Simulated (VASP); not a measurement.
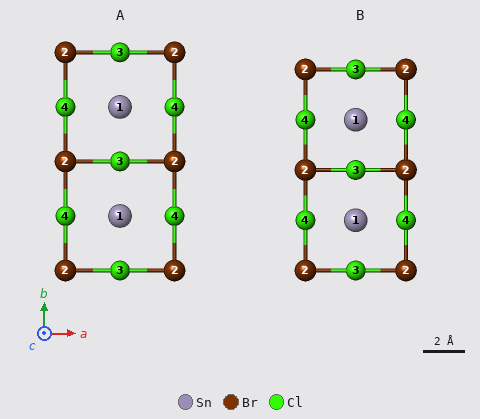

Two geometries of solid SnBrCl3 (a generated structure, set up in Pm-3m), drawn at one scale. One is the start of a relaxation, the other its converged end. A ball-and-stick model of the cell of the calculation, repeated 1 × 2 × 1 with one cell outlined, seen along the c axis.

All numbers below come from Kohn-Sham DFT of a periodic cell, PBE, VASP PAW PBE potentials, recommended (VASP). Settings: plane-wave cutoff 520 eV; k-point mesh 3 × 3 × 3; occupations gaussian; smearing width 0.15 eV; no spin polarisation.

> Which of the two is the end point?

Structure A is the relaxed one. The run lets cell and atoms move. The energy falls by 0.976 eV per cell of the calculation in 1 geometry step. All forces vanish by symmetry, so only the cell relaxes. The pressure goes from 11.73 to −0.03 GPa. The atoms keep their places relative to the cell (all moves are under 0.005 Å). The volume changes by +27.7 %, with a = b = c 4.936 → 5.355 Å (+8.5 %). Some distances before and after: Br–Cl 2.468 → 2.678 Å. The space group stays Pm-3m (No. 221). The volume changes by over a tenth within one run on a fixed set of plane waves, so the end point should be relaxed again from the new cell. It ran on 1 thread of AMD EPYC 9R45 96-Core Processor (Zen 5), with other jobs on the host.
